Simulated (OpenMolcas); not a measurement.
# One shape, several levels: doublet GaBH3ClO+

Aim: a comparison of 6 runs (UBLYP/6-31G*, USVWN5/6-31G*, UTPSS/6-31G*, UB3LYP/6-31G*, ROMP2/6-31G*, ROCCSD(T)/6-31G*) of doublet GaBH3ClO+. 

Program for the calculation: OpenMolcas 26.06.

2 further runs of the same task are left out: 1 that didn't finish, 1 set aside as unsound or not needed.

## 1. The molecule

The species is GaBH3ClO+ (7 atoms), meant as a doublet with charge +1. As SMILES of the parent species, `O[B](Cl)[GaH2]`. Geometry: relaxed at PBE0-D4/def2-TZVP. This is one conformer, not always the lowest. That shape belongs to the parent species and isn't relaxed for this state.

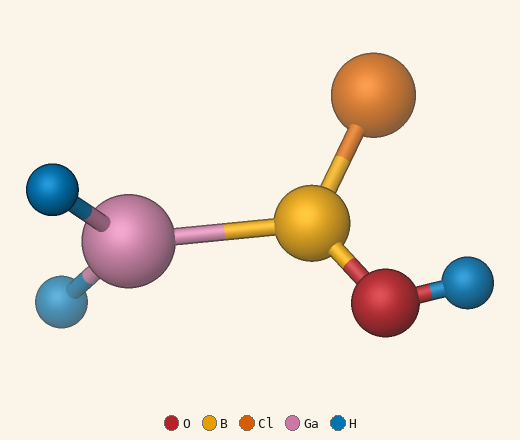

Viewed from a chosen angle; oxygen red, boron amber, chlorine orange, gallium pink, hydrogen blue.

## 2. The energy at UBLYP/6-31G(d) (spherical functions) (run 1)

Input file mol.input:

```
>>> EXPORT MOLCAS_PRINT=2

&GATEWAY
  BasLib = $CurrDir
  Coord
  7
  angstrom
  O       -0.845500      -1.229100       0.927100
  B       -0.031900      -0.664900       0.017900
  Cl       0.899000      -1.736200      -1.070500
  Ga       0.202400       1.406200      -0.190800
  H       -0.850900      -2.194300       0.905900
  H       -0.691300       2.232500      -1.186100
  H        1.318000       2.185900       0.596500
  Basis = 6-31Gs
  Group = NoSym

&SEWARD
  GridInput
  Grid=UltraFine
  End of Grid

&SCF
  UHF
  Charge = 1
  Spin = 2
  KSDFT = BLYP
  Thresholds = 1e-10 1e-07 1e-07 1e-05
  PrOrbitals = 1 2
```

The basis set 6-31G* is read from a file made from the Basis Set Exchange's data (not shown).

The run is started by

```bash
$ export MOLCAS_MEM=1860
$ pymolcas mol.input > mol.log
```

What it wrote:

```text
--- Start Module: gateway ---
[...]
--- Stop Module: gateway /rc=_RC_ALL_IS_WELL_ ---
--- Start Module: seward ---
[...]
      Basis functions           84
--- Stop Module: seward /rc=_RC_ALL_IS_WELL_ ---
[...]
--- Start Module: scf ---
[...]
       Convergence after  29 Iterations
[...]
::    Total KS-DFT energy                           -2486.3792184525
[...]
      Total spin, S                                     0.5011511173
[...]
      Total electronic charge=   63.000000
      Total            charge=    1.000000
[...]
      Dipole Moment (debye):
      Origin of the operator (angstrom)=    0.2336    0.0857   -0.2631
                   X= -5.4479E-01               Y= -9.0303E-01               Z=  5.9445E-01           Total=  1.2106E+00
      Center of Charge (angstrom)
[...]
--- Stop Module: scf /rc=_RC_ALL_IS_WELL_ ---
[...]
```

Wall time 36 s (1 thread of Intel Xeon 6975P-C (Granite Rapids), shared host); peak memory 0.47 GiB.

## 3. A single-point energy at USVWN5/6-31G(d) (spherical functions) (run 2)

Input file calc.inp:

```
&GATEWAY
 BasLib = $CurrDir
 Coord
 7
 angstrom
 O       -0.845500      -1.229100       0.927100
 B       -0.031900      -0.664900       0.017900
 Cl       0.899000      -1.736200      -1.070500
 Ga       0.202400       1.406200      -0.190800
 H       -0.850900      -2.194300       0.905900
 H       -0.691300       2.232500      -1.186100
 H        1.318000       2.185900       0.596500
 Basis = 6-31Gs
 Group = NoSym

&SEWARD
 GridInput
 Grid=UltraFine
 End of Grid

&SCF
 UHF
 Charge = 1
 Spin = 2
 KSDFT = SVWN5
 Thresholds = 1e-10 1e-07 1e-07 1e-05
 PrOrbitals = 1 1
```

The basis set 6-31G* is read from a file made from the Basis Set Exchange's data (not shown).

The run is started by

```bash
$ export MOLCAS_MEM=1860
$ pymolcas calc.inp > calc.log
```

What it wrote:

```text
--- Start Module: gateway ---
[...]
--- Stop Module: gateway /rc=_RC_ALL_IS_WELL_ ---
--- Start Module: seward ---
[...]
      Basis functions           84
--- Stop Module: seward /rc=_RC_ALL_IS_WELL_ ---
[...]
--- Start Module: scf ---
[...]
       Convergence after  29 Iterations
[...]
::    Total KS-DFT energy                           -2480.9986929776
[...]
      Total spin, S                                     0.5006740370
[...]
      Total electronic charge=   63.000000
      Total            charge=    1.000000
[...]
      Dipole Moment (debye):
      Origin of the operator (angstrom)=    0.2336    0.0857   -0.2631
                   X= -5.3451E-01               Y= -7.7248E-01               Z=  5.8627E-01           Total=  1.1073E+00
      Center of Charge (angstrom)
[...]
--- Stop Module: scf /rc=_RC_ALL_IS_WELL_ ---
[...]
```

It took 23 s on 1 thread of Intel Xeon 6975P-C (Granite Rapids), shared host; peak memory 0.47 GiB.

Run 3 isn't shown in full; the table further down has it.

## 4. A single-point energy at UB3LYP/6-31G(d) (Cartesian functions) (run 4)

Input file calc.input:

```
&GATEWAY
 BasLib=$CurrDir
 Coord
 7
 angstrom
 O       -0.845500      -1.229100       0.927100
 B       -0.031900      -0.664900       0.017900
 Cl       0.899000      -1.736200      -1.070500
 Ga       0.202400       1.406200      -0.190800
 H       -0.850900      -2.194300       0.905900
 H       -0.691300       2.232500      -1.186100
 H        1.318000       2.185900       0.596500
 Basis=6-31Gs
 Group=NoSym

&SEWARD
 GridInput
 Grid=UltraFine
 End of Grid

&SCF
 UHF
 Charge=1
 Spin=2
 KSDFT=B3LYP
 Thresholds=1e-10 1e-07 1e-07 1e-05
 PrOrbitals=0
```

The basis set 6-31G* is read from a file made from the Basis Set Exchange's data (not shown).

The run is started by

```bash
$ export MOLCAS_MEM=1860
$ pymolcas calc.input > calc.log
```

What it wrote:

```text
--- Start Module: gateway ---
[...]
--- Stop Module: gateway /rc=_RC_ALL_IS_WELL_ ---
--- Start Module: seward ---
[...]
      Basis functions           90
--- Stop Module: seward /rc=_RC_ALL_IS_WELL_ ---
[...]
--- Start Module: scf ---
[...]
       Convergence after  22 Iterations
[...]
::    Total KS-DFT energy                           -2486.4114969025
[...]
      Total spin, S                                     0.5022251578
[...]
      Total electronic charge=   63.000000
      Total            charge=    1.000000
[...]
      Dipole Moment (debye):
      Origin of the operator (angstrom)=    0.2336    0.0857   -0.2631
                   X= -5.5284E-01               Y= -7.1313E-01               Z=  6.0884E-01           Total=  1.0885E+00
      Center of Charge (angstrom)
[...]
--- Stop Module: scf /rc=_RC_ALL_IS_WELL_ ---
[...]
```

Wall time 33 s (1 thread of Intel Xeon 6975P-C (Granite Rapids), shared host); peak memory 0.5 GiB.

Run 5 isn't shown in full; the table further down has it.

## 5. A single-point energy at ROCCSD(T)/6-31G(d) (spherical functions) (run 6)

Input file geom.xyz:

```xyz
7

O     -0.845500    -1.229100     0.927100
B     -0.031900    -0.664900     0.017900
Cl     0.899000    -1.736200    -1.070500
Ga     0.202400     1.406200    -0.190800
H     -0.850900    -2.194300     0.905900
H     -0.691300     2.232500    -1.186100
H      1.318000     2.185900     0.596500
```

Input file calc.inp:

```
&gateway
 baslib
 $CurrDir
 coord
 geom.xyz
 basis
 6-31Gs
 group
 NoSym

&seward

&scf
 uhf
 charge
 1
 spin
 2
 thresholds
 1e-10 1e-07 1e-07 1e-05
 prorbitals
 0

&rasscf
 fileorb
 $Project.UnaOrb
 spin
 2
 nactel
 1 0 0
 inactive
 31
 ras2
 1
 outorbitals
 Canonical
 orblisting
 Nothing

&motra
 jobiph
 frozen
 16

&ccsdt
 cct
 triples
 3
 iterations
 80
 accuracy
 1e-08
 extrapolation
 5 4
```

The basis set 6-31G* is read from a file made from the Basis Set Exchange's data (not shown).

The run is started by

```bash
$ export MOLCAS_MEM=1860
$ pymolcas calc.inp > calc.log
```

What it wrote:

```text
--- Start Module: gateway ---
[...]
--- Stop Module: gateway /rc=_RC_ALL_IS_WELL_ ---
[...]
      Basis functions           84
[...]
       Convergence after  35 Iterations
[...]
::    Total SCF energy                              -2483.4563759460
[...]
      Total spin, S                                     0.5093286098
[...]
      Number of active orbitals                  1
[...]
      Spin quantum number                      0.5
[...]
      Active orbitals                            1
[...]
      Number of CSFs                             1
[...]
      Number of root(s) required                 1
[...]
      Convergence after 13 iterations
[...]
      printout of CI-coefficients larger than  0.05 for root  1
      energy=   -2483.452480
      conf/sym  1     Coeff  Weight
             1  u   1.00000 1.00000
      Natural orbitals and occupation numbers for root  1
      sym 1:   1.000000
      ************************************************************************************************************************
      *                                                    Final results                                                     *
[...]
::    RASSCF root number  1 Total energy:  -2483.45248037
[...]
      Total electronic charge=   63.000000
      Total            charge=    1.000000
[...]
      Dipole Moment (debye):
      Origin of the operator (angstrom)=    0.2336    0.0857   -0.2631
                   X= -6.9757E-01               Y= -2.7734E-01               Z=  7.8508E-01           Total=  1.0862E+00
      Center of Charge (angstrom)
[...]
--- Start Module: motra ---
[...]
--- Start Module: ccsdt ---
[...]
      Convergence after                    28  Iterations
      Total energy (diff) :   -2484.07999395       0.00000001
[...]
 METHOD                       : CCSD+T(CCSD)+<T3(1)WT1>+<T3(1)UT2> = CCSD(T)
[...]
       CCSD     =     -2484.0799939469575
[...]
```

Run time: 57 s. Hardware: 1 thread of Intel Xeon 6975P-C (Granite Rapids), shared host; peak memory 0.46 GiB.

## 6. Overview of the runs

| run | level | Cartesian functions | integration grid | energy (Eh) | HOMO energy (eV) | LUMO energy (eV) | ⟨S²⟩ | wall time |
| --- | --- | --- | --- | --- | --- | --- | --- | --- |
| 1 | UBLYP/6-31G* (spherical functions) | no | UltraFine | -2486.379218 | -12.86 | -12.35 | 0.752 | 36 s |
| 2 | USVWN5/6-31G* (spherical functions) | no | UltraFine | -2480.998693 | -13.05 | -12.69 | 0.751 | 23 s |
| 3 | UTPSS/6-31G* (spherical functions) | no | UltraFine | -2486.366919 | -13.19 | -12.49 | 0.754 | 55 s |
| 4 | UB3LYP/6-31G* (Cartesian functions) | yes | UltraFine | -2486.411497 | -13.95 | -12.04 | 0.754 | 33 s |
| 5 | ROMP2/6-31G* (spherical functions) | no | – | -2484.067690 | – | – | – | 14 s |
| 6 | ROCCSD(T)/6-31G* (spherical functions) | no | – | -2484.097486 | – | – | – | 57 s |

## 7. Summary of results

```
             quantity           value
  run 6: total energy  -2484.09749 Eh
run 6: (T) correction      -17.49 mEh
```

**Reading.** Totals of different functionals can't be ranked against each other. All runs together took 3.6 min, the longest 57 s.
